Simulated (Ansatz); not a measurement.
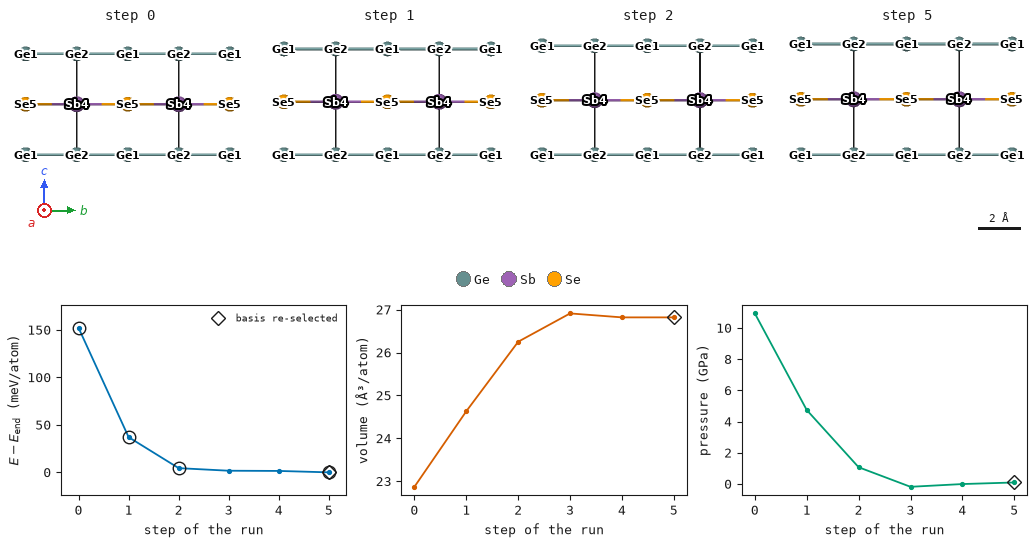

Frames of a relaxation of crystalline Ge₃SbSe (a generated structure, set up in P4/mmm) (coarse preliminary run), marked on the history of the run. Style: ball-and-stick. Shown: the cell of the calculation, along the a axis.

All numbers below come from DFT PBE, scalar-relativistic, plane waves, PAW in Ansatz.

The input:
```yaml
crystal:
  lattice:
    - [4.87565732, 0.0, 0.0]
    - [0.0, 4.87565732, 0.0]
    - [0.0, 0.0, 4.81049174]
  atoms:
    - { symbol: Ge, position: [0.0, 0.5, 0.0] }
    - { symbol: Ge, position: [0.5, 0.0, 0.0] }
    - { symbol: Ge, position: [0.0, 0.0, 0.0] }
    - { symbol: Sb, position: [0.0, 0.0, 0.5] }
    - { symbol: Se, position: [0.5, 0.5, 0.5] }
basis:
  ecutwfc: 420
kpoints:
  mp_grid: { grid: [4, 4, 4] }
hamiltonian:
  xc: pbe
scf:
  occupations: { method: gaussian, width: 0.1 }
  lower_state_search: "off"
output:
  forces: true
  stress: true
  eigenvalues: true
relax:
  adjacent_minimum: "off"
  f_tol: 0.04
  max_steps: 70
  cell: { stress_tol: 0.4 }
```

Run as
```bash
ansatz run input.yaml --threads 1 --pin off --max-ram 2560MiB --backend cpu --events-out ev --progress --plain --runs-dir out
```

Q: What happens along the run?

A: The atoms keep their places relative to the cell (all moves are under 0.005 Å). The volume changes by +17.3 %, with a = b 4.876 → 5.039 Å (+3.4 %), c 4.810 → 5.281 Å (+9.8 %). Some distances before and after: Ge3–Sb4 2.405 → 2.640 Å, Sb4–Se5 3.448 → 3.563 Å, Ge1–Ge3 2.438 → 2.520 Å. The space group stays P4/mmm (No. 123). After 4 accepted moves (5 points after the start) the energy has fallen by 152 meV per atom. All forces vanish by symmetry, so only the cell relaxes. Pressure: 10.93 GPa at the start and 0.10 GPa at the end. The SCF was repeated once at an unchanged geometry on a basis and grid sized afresh for the cell, which shifted the energy by 1.5 meV per atom at most. From step 0 to 1: volume +7.7 %, energy −115 meV per atom. From step 1 to 2: volume +6.6 %, energy −32.6 meV per atom. From step 2 to 5: volume +2.2 %, energy −4.4 meV per atom.

```csv
step,"E − E(0), meV/atom","pressure, GPa","volume, Å³/atom",note
0,0.00,10.93,22.871,
1,-115.10,4.74,24.632,
2,-147.73,1.07,26.253,
3,-150.46,-0.18,26.912,
4,-150.68,0.00,26.820,
5,-152.17,0.10,26.820,"same geometry, new basis"
```
